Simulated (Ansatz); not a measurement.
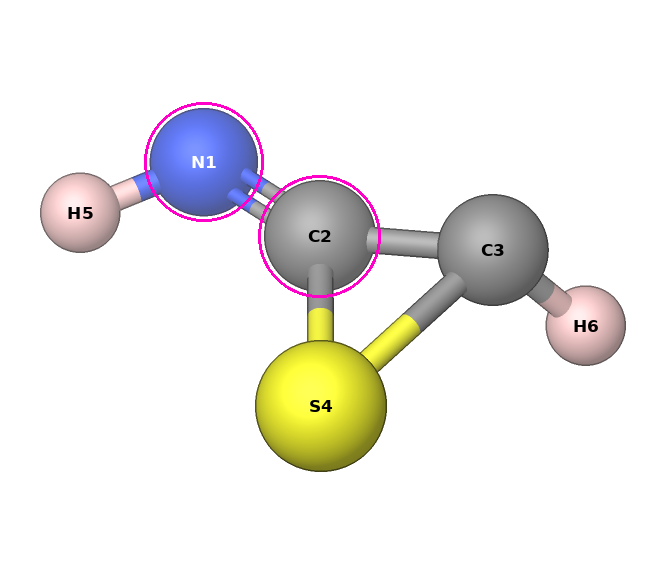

Distant atoms are faded towards the background colour. Circles mark the stereogenic atoms. State: charge −1, singlet. The computed structure is the end point of a PBE0-D4/def2-TZVPD optimisation. No frequency run is at hand to confirm it as a minimum.

What are the Cahn–Ingold–Prelog descriptors?

Answer. N1=C2: Z.
